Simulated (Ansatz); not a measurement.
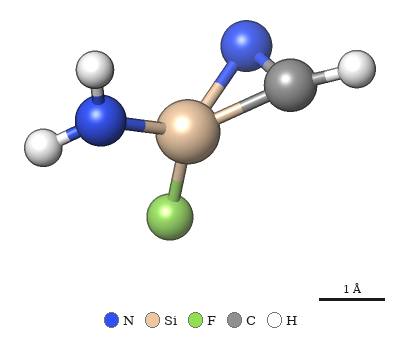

This is the input geometry for a relaxation of CH₃FN₂Si. The picture is a ball-and-stick view, seen from a free direction.

The start comes from PBE-D4/def2-SVP.

All numbers below come from RKS PBE0-D4/def2-TZVP in Ansatz 0.2.0.

The input:
```yaml
crystal:
  periodic: [false, false, false]
  atoms:
    - {symbol: N, position_ang: [1.093499, 0.748443, 0.737425]}
    - {symbol: Si, position_ang: [-0.225639, 0.296698, -0.244759]}
    - {symbol: F, position_ang: [-0.844350, 1.682504, -0.837856]}
    - {symbol: C, position_ang: [-1.104855, -1.236848, -0.242446]}
    - {symbol: N, position_ang: [-0.300651, -1.152856, -1.284839]}
    - {symbol: H, position_ang: [1.683339, 0.051378, 1.192245]}
    - {symbol: H, position_ang: [1.560679, 1.646212, 0.604633]}
    - {symbol: H, position_ang: [-1.769823, -2.092630, 0.019797]}
basis:
  gaussian: {orbitals: def2-TZVP}
hamiltonian: {xc: pbe0, dispersion: d4}
relax: {f_tol: 0.005, max_steps: 150}
```

Launched with:
```bash
ansatz run in.yaml --threads 2 --pin off --events-out ev --progress --plain --max-ram 4352MiB
```

**What does the optimiser find from here?**

The energy falls by 0.103 eV in 9 geometry steps. The largest force component goes from 1.2 to 0.0042 eV/Å. The atom that moves furthest after the best rigid fit is H7 (0.19 Å). Largest moves by element: H 0.19 Å, N 0.10 Å, F 0.07 Å, Si 0.04 Å, C 0.04 Å. Among the contacts that change: Si2–N5 1.786 → 1.736 Å, Si2–F3 1.629 → 1.585 Å, N1–Si2 1.706 → 1.678 Å, Si2–C4 1.768 → 1.745 Å. Among the angles between lasting bonds that change: Si2–C4–H8 164.3° → 166.5°. The run took 36 s on 2 threads of Arm Neoverse V2, on a shared host.

History of the run:

```tsv
step	E − E(0), eV	largest force component, eV/Å
0	0.0000	1.2183
1	-0.0719	0.7463
2	-0.0978	0.1055
3	-0.0992	0.2489
4	-0.1013	0.0516
5	-0.1014	0.1286
6	-0.1027	0.1146
7	-0.1032	0.0419
8	-0.1034	0.0144
9	-0.1034	0.0042
```

The structure at the end:

```xyz
8

N     1.1298    0.7180    0.6472
Si   -0.2026    0.2772   -0.2717
F    -0.7964    1.6311   -0.8430
C    -1.1184   -1.2077   -0.2246
N    -0.2893   -1.1649   -1.2335
H     1.7284    0.0543    1.1047
H     1.4270    1.6726    0.7434
H    -1.7863   -2.0378    0.0218
```

The end point in the same view:

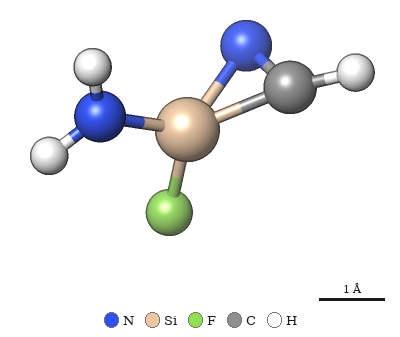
